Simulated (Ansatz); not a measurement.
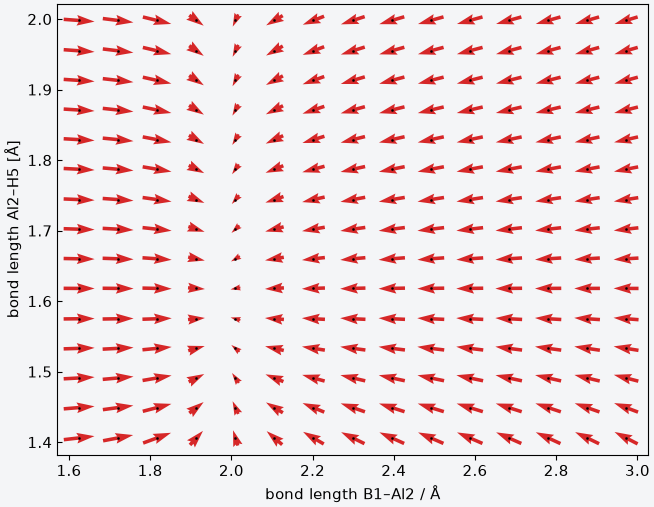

AlBH3, SMILES [BH2][AlH], spin multiplicity 2. The first coordinate is: bond length B1–Al2; the second: bond length Al2–H5. Nothing is relaxed (all other coordinates rigid). Grid: 15 × 15 points. Points are written as (first, second). Theory: Ansatz 0.2.0, UKS SPW92 (LDA)/def2-TZVP.

Drawn: dots at the grid points, arrows along the force (downhill), their lengths compressed.

The arrows alone are given. Where is the energy lowest?

The arrows converge at about (1.981 Å, 1.598 Å) (read from the interpolated surface).

The energy map of the same scan:

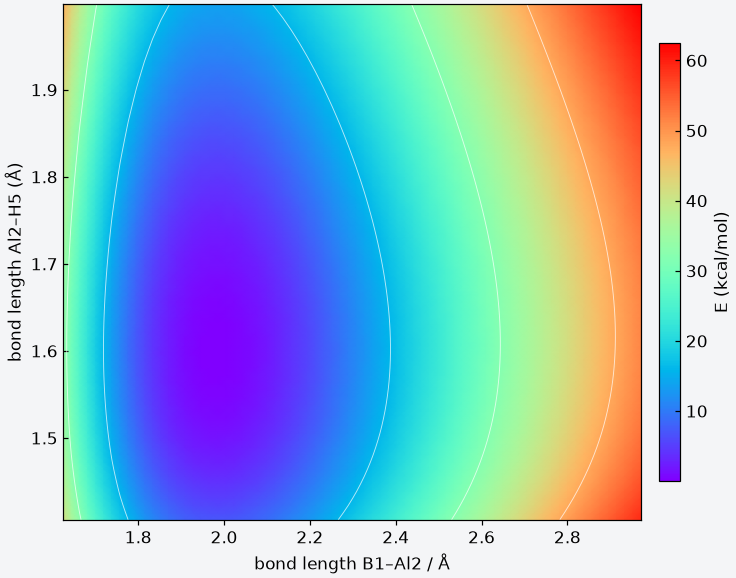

Energies are in kcal/mol, from the relaxed molecule at the same level; between grid points the surface is interpolated.
